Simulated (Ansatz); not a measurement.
Relaxed ZrC (rock salt):

```xyz
4
Lattice="0.0000 4.7114 4.7114 2.3557 0.0000 2.3557 2.3557 2.3557 0.0000" Properties=species:S:1:pos:R:3 pbc="T T T"
C      0.0000     0.0000     0.0000
C      2.3557     4.7114     2.3557
Zr     2.3557     2.3557     2.3557
Zr     2.3557     4.7114     4.7114
```

The atoms are displaced by Q × the pattern below (from a DFPT mode at L = (0.5, 0.0, 0.0), largest move 1; Q in Å), at fixed cell. (q is in reciprocal vectors of the primitive cell; the cell shown is doubled to hold the pattern.)

| atom | x | y | z |
|---|---|---|---|
| C1 | 0.577 | -0.577 | -0.577 |
| C2 | -0.577 | 0.577 | 0.577 |

Atoms not listed stay in place.

All values below come from r2SCAN (plane waves to 500 eV, PAW, scalar-relativistic; Ansatz, a program for electronic structure). k mesh 17×17×17 (Γ-centred), Fermi-Dirac smearing 0.05 eV. E stands for the smeared free energy. With partly filled bands, energies and forces of such displacements shift with the k mesh and the smearing. ZrC is run without spin polarisation. ZrC was relaxed with its symmetry unable to fall. The zero of ΔE is the undisplaced structure.

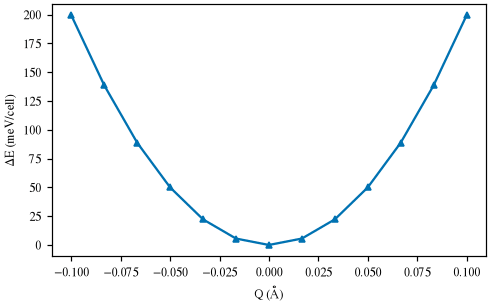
Fig. 1. ΔE (meV/cell) against Q (Å); one marker a computed point.

Problem. What is the energy change at Q = 0.100 Å?

Solution. About 200 meV/cell.

Problem. What harmonic wavenumber does the curvature at Q = 0 give?

Solution. About 670 cm⁻¹.

(A displaced cell: forces are minus the slopes of the energy, force constants its curvatures, and phonons follow from these.)
